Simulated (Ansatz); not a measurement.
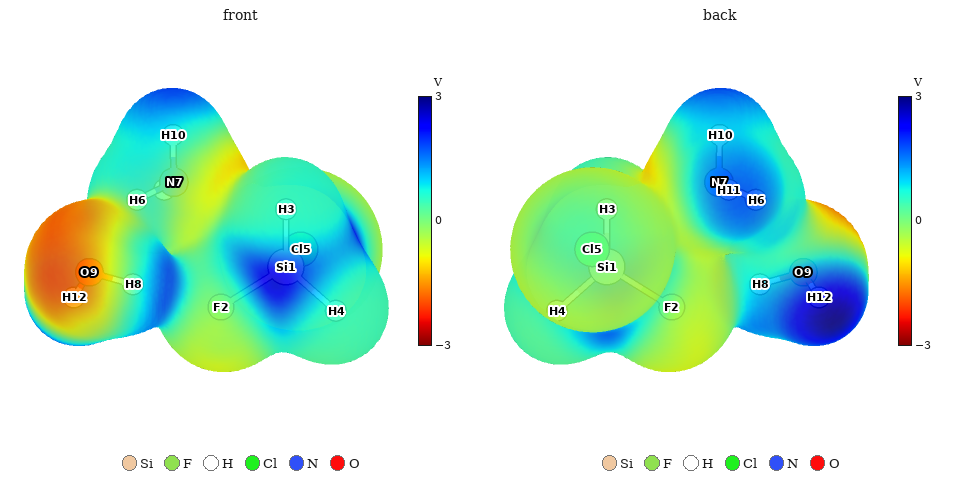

ClFH$_{2}$Si···NH$_{3}$···H$_{2}$O. The electrostatic potential painted on the density surface at 0.004 e/bohr³, seen from the front and from behind; the colour scale runs from red (negative) to blue (positive).

Not at a stationary point (largest force 0.6 eV/Å).

Computed with RKS PBE-D4/def2-SVP in Ansatz.

Input

```
crystal:
  periodic: [false, false, false]
  atoms:
    - { symbol: Si, position_ang: [-0.0863, 0.0675, -1.4788] }
    - { symbol: F, position_ang: [-0.1067, -1.6159, -0.3951] }
    - { symbol: H, position_ang: [1.2383, -0.4064, -1.8151] }
    - { symbol: H, position_ang: [-1.4828, -0.2717, -1.6491] }
    - { symbol: Cl, position_ang: [-0.0665, 1.8592, -2.5363] }
    - { symbol: H, position_ang: [0.2519, 0.0538, 1.3536] }
    - { symbol: "N", position_ang: [0.0861, 0.9977, 0.4176] }
    - { symbol: H, position_ang: [0.1752, -1.5493, 0.7726] }
    - { symbol: O, position_ang: [0.3365, -1.0774, 1.9416] }
    - { symbol: H, position_ang: [0.8895, 1.6084, 0.401] }
    - { symbol: H, position_ang: [-0.7349, 1.5563, 0.6005] }
    - { symbol: H, position_ang: [-0.5003, -1.2221, 2.3875] }
basis:
  gaussian: { orbitals: def2-SVP }
hamiltonian:
  xc: pbe
  dispersion: d4
relax:
  f_tol: 0.15
  max_steps: 25
  restrain:
    - { distance: [0, 6], at: 3.12, k: 30.0 }
    - { distance: [5, 8], at: 2.27, k: 30.0 }
    - { distance: [7, 1], at: 2.18, k: 30.0 }
    - { distance: [0, 1], at: 1.68, k: 30.0 }
    - { distance: [5, 6], at: 1.02, k: 30.0 }
    - { distance: [7, 8], at: 0.97, k: 30.0 }
output:
  orbitals: {}
```

Run with:

```sh
ansatz run input.yaml --threads 2 --pin off --max-ram 3072MiB --backend cpu --events-out ev --progress --plain --runs-dir out
```

The fields are those of the run's last geometry, not of the input's.

Which sites attract a positive test charge, and which a negative one?

A positive charge is drawn to the negative regions and a negative charge to the positive ones. The most negative region (about −1.9 V) lies over O9, the most positive (about +2.7 V) over H12. Cl5 shows a σ-hole: about +0.2 V at the tip opposite its bond, against about −0.3 V on its flanks. O9 is the likeliest acceptor of a hydrogen bond.
